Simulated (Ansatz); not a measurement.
# CH7NOSSi: what the fields show

```yaml
atoms:
  - { symbol: C, position_ang: [-1.8753, 1.2158, -0.3730] }
  - { symbol: S, position_ang: [-1.4004, -0.5552, -0.2143] }
  - { symbol: Si, position_ang: [0.7366, -0.4436, -0.1592] }
  - { symbol: N, position_ang: [1.3481, -1.8822, 0.5505] }
  - { symbol: O, position_ang: [1.0422, 0.9462, 0.7177] }
  - { symbol: H, position_ang: [-1.7000, 1.5822, -1.3946] }
  - { symbol: H, position_ang: [-2.9496, 1.2769, -0.1515] }
  - { symbol: H, position_ang: [-1.3128, 1.8255, 0.3446] }
  - { symbol: H, position_ang: [1.3959, -0.3566, -1.4954] }
  - { symbol: H, position_ang: [1.8851, -2.5506, 0.0090] }
  - { symbol: H, position_ang: [0.9354, -2.2983, 1.3790] }
  - { symbol: H, position_ang: [1.9717, 1.1846, 0.8211] }
```

Level of theory: Ansatz, RKS B3LYP-D4/def2-SVP.

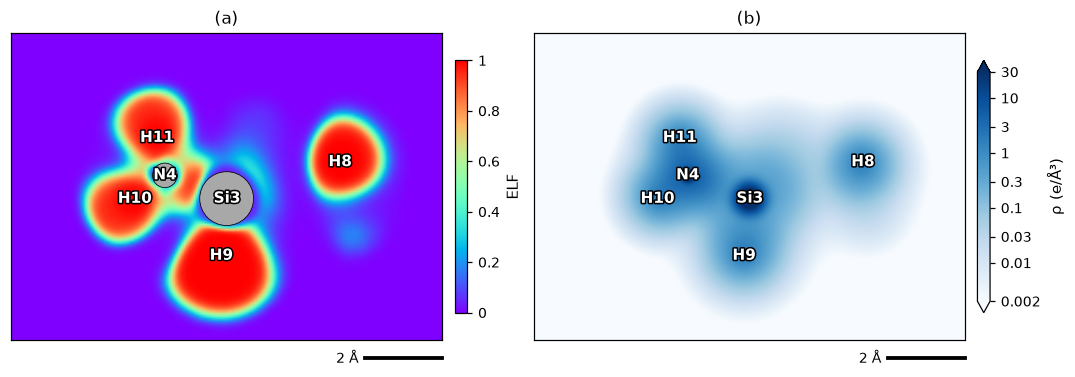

Figure 1. (a) electron localisation function; (b) electron density on the plane of atoms N4, Si3 and H9. Grey discs cover the atomic cores in the ELF map.

Question: Describe what can be read from this map.

Answer: The section cuts through Si, N and H sites.
Si–N (1.72 Å): ρ is about 1.1 e/Å³ halfway; the ELF peaks at about 0.90 between the atoms (a polar covalent bond).
N–H (1.01 Å): ρ at the midpoint is about 2.7 e/Å³; the ELF climbs to about 1 towards the hydrogen, as it does in any bond to H: a covalent bond by its length.

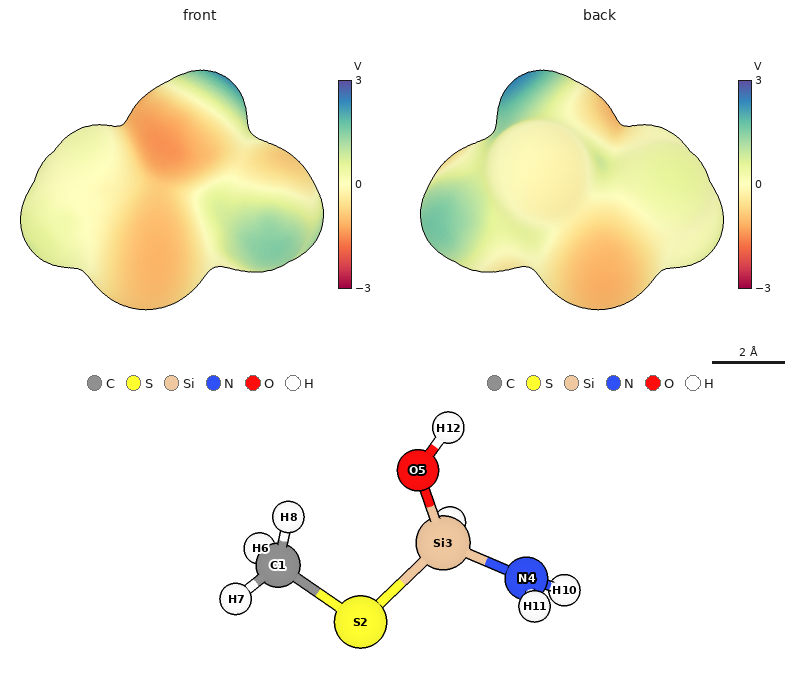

Figure 2. The electrostatic potential painted on the density surface at 0.002 e/bohr³, seen from the front and from behind; the colour scale runs from red (negative) to blue (positive). The bare structure is drawn below in the same view.

Question: Where is the surface potential most negative and most positive?

Answer: The most negative region (about −1.4 V) lies over O5, the most positive (about +2.3 V) over H12. O5 is the likeliest acceptor of a hydrogen bond.

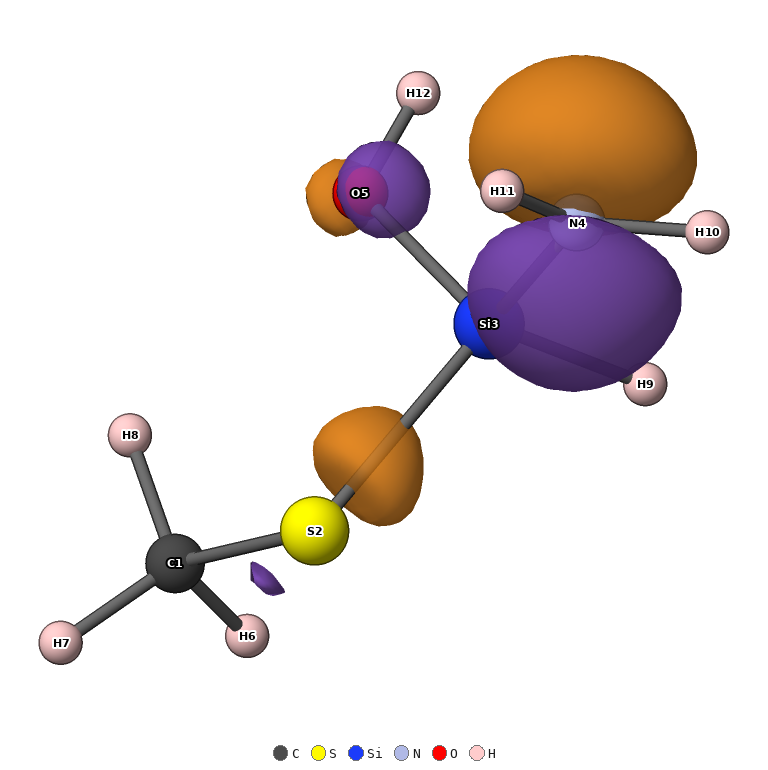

Figure 3. The HOMO−1 at ±0.2 Å⁻³ᐟ² (orange and purple are the two phases), seen at an oblique angle.

Question: Describe this orbital and give its energy.

Answer: It lies mainly on N4 (about 65 %) and S2 (about 10 %). Its energy is −7.11 eV.
